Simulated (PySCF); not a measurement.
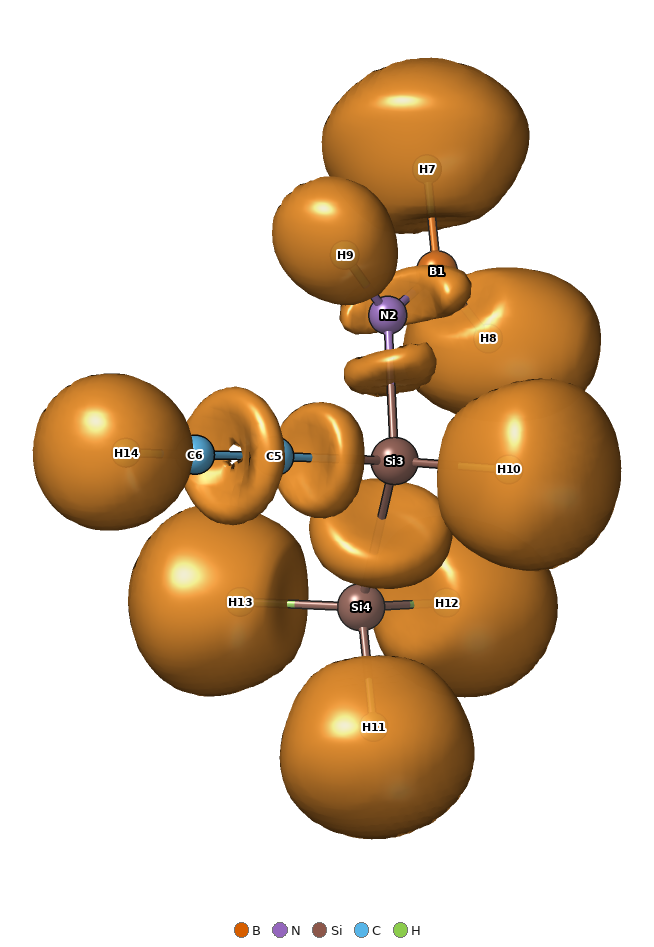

The picture shows: C$_{2}$H$_{8}$BNSi$_{2}$. Isosurface of the electron localisation function at 0.85 (orange), seen at an oblique angle. Only the valence region is drawn (cores and ρ < 0.01 e/Å³ removed).

Geometry: GFN2-xTB.

Method: PBE0/pcSseg-1, SCF density, gas phase, non-relativistic in PySCF.

Input

```
{"job": {"kind": "nmr", "xc": "PBE0", "basis": "pcSseg-1"}, "charge": 0, "multiplicity": 1}
B     -2.098665    -1.262858    -0.080726
N     -0.709799    -1.253510    -0.133370
Si     0.412083     0.025803     0.307681
Si    -0.280250     2.089191    -0.473343
C      1.991975    -0.548061    -0.487445
C      3.011756    -0.899902    -1.019169
H     -2.690215    -2.232985    -0.372898
H     -2.654179    -0.287669     0.260685
H     -0.263462    -2.110694    -0.426450
H      0.647359    -0.087125     1.763829
H      0.655889     3.127963    -0.024176
H     -1.604656     2.485580     0.012546
H     -0.322260     2.169431    -1.938086
H      3.903746    -1.215636    -1.480937
```

Run with:

```sh
OMP_NUM_THREADS=1 python probes_run.py task.json out
```

Identify the bonds, lone pairs and shells in this picture.

Answer. At this value the surface marks out one region between bonded B–N atoms (shared pairs), one region between bonded C–C atoms (shared pairs), one region between bonded C–Si atoms (shared pairs), one region between bonded N–Si atoms (shared pairs), one region between bonded Si–Si atoms (shared pairs) and eight regions around hydrogen nuclei. Profiles from the grid: C–C (1.20 Å): the ELF peaks at about 0.85 between the atoms: a multiple bond. B–N (1.39 Å): the ELF peaks at about 0.95 between the atoms; a polar covalent bond.
